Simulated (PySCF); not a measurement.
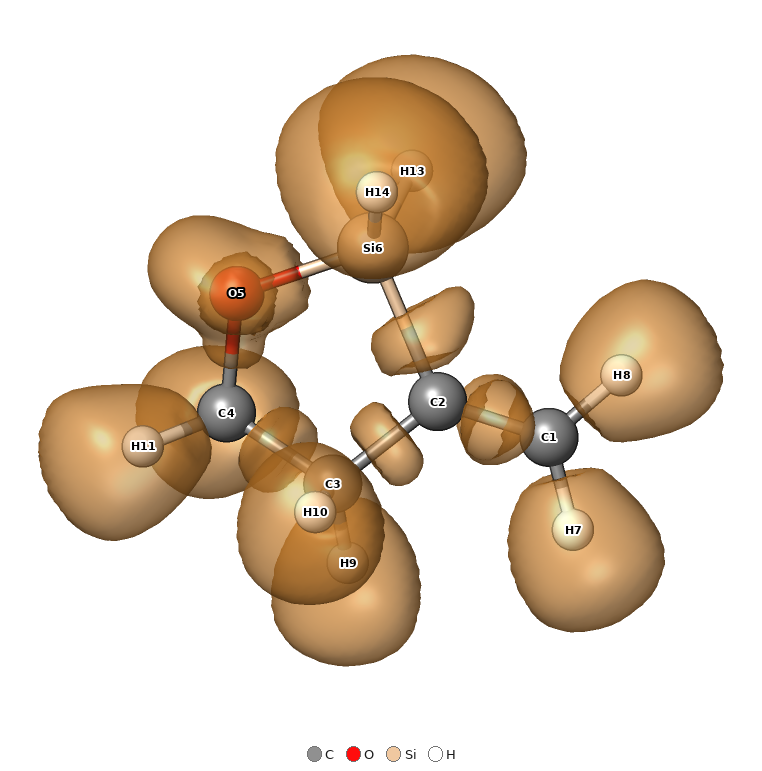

Figure. C4H8OSi (SMILES C=C1CCO[SiH2]1). Isosurface of the ELF at 0.75 (orange), seen across its widest extent. Only the valence region is drawn (cores and ρ < 0.01 e/Å³ removed).

Geometry: GFN2-xTB.

Theory: wB97X-D/def2-SVPD, SCF density, gas phase in PySCF 2.14.0.

```xyz
14

C     1.9244    0.8111    0.1157
C     0.6856    0.3976    0.3239
C     0.3155   -1.0282    0.6372
C    -1.1410   -1.2244    0.2015
O    -1.8578   -0.0232    0.3591
Si   -0.9515    1.3377    0.2762
H     2.7718    0.1412    0.1492
H     2.1441    1.8446   -0.0901
H     0.9724   -1.7512    0.1530
H     0.3867   -1.1699    1.7195
H    -1.6449   -1.9915    0.7963
H    -1.1835   -1.5200   -0.8534
H    -1.1680    2.0396   -0.9877
H    -1.2544    2.1360    1.4574
```

> Describe the localisation domains.

The surface consists of three regions between bonded C–C atoms (shared pairs), one region between bonded C–Si atoms (shared pairs), eight regions around hydrogen nuclei and one region on O in which the atom's valence shell and bonds are merged. Along the contacts the grid gives the following. C–C (1.32 Å): the ELF peaks at about 0.95 between the atoms: a short, multiple covalent bond. C–O (1.41 Å): the ELF peaks at about 0.90 between the atoms; a shared but strongly polarised pair.
